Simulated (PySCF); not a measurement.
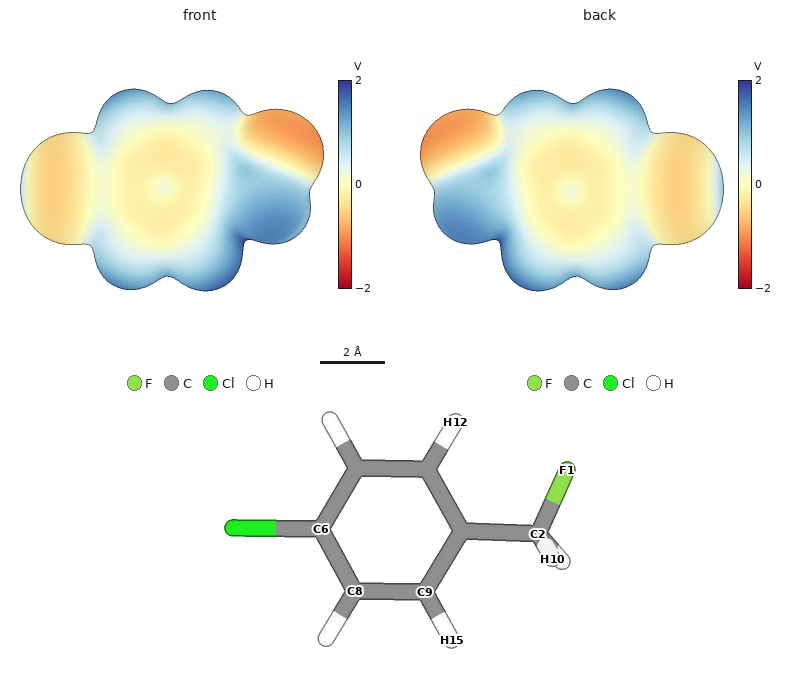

Figure. C7H6ClF (SMILES FCc1ccc(Cl)cc1). The electrostatic potential painted on the density surface at 0.004 e/bohr³, seen from the front and from behind; the colour scale runs from red (negative) to blue (positive). The bare structure is drawn below in the same view.

Geometry: GFN2-xTB.

Theory: PBE0/pcSseg-1, SCF density, gas phase, non-relativistic (PySCF 2.14.0).

```xyz
15

F     2.6043    1.3863   -0.7426
C     2.2289    0.2272   -0.1162
C     0.7337    0.0812   -0.0426
C    -0.1167    1.0440   -0.5663
C    -1.4896    0.8876   -0.4857
C    -2.0116   -0.2418    0.1213
Cl   -3.7252   -0.4464    0.2223
C    -1.1747   -1.2133    0.6501
C     0.1941   -1.0463    0.5668
H     2.6709    0.2545    0.8876
H     2.6769   -0.5971   -0.6851
H     0.2962    1.9212   -1.0401
H    -2.1493    1.6382   -0.8912
H    -1.5929   -2.0887    1.1212
H     0.8505   -1.7986    0.9787
```

> Where is the surface potential most negative and most positive?

The most negative region (about −0.9 V) lies over F1, the most positive (about +1.8 V) over C2 and C9. Cl7 shows a σ-hole: about +0.8 V at the tip opposite its bond, against about −0.4 V on its flanks.
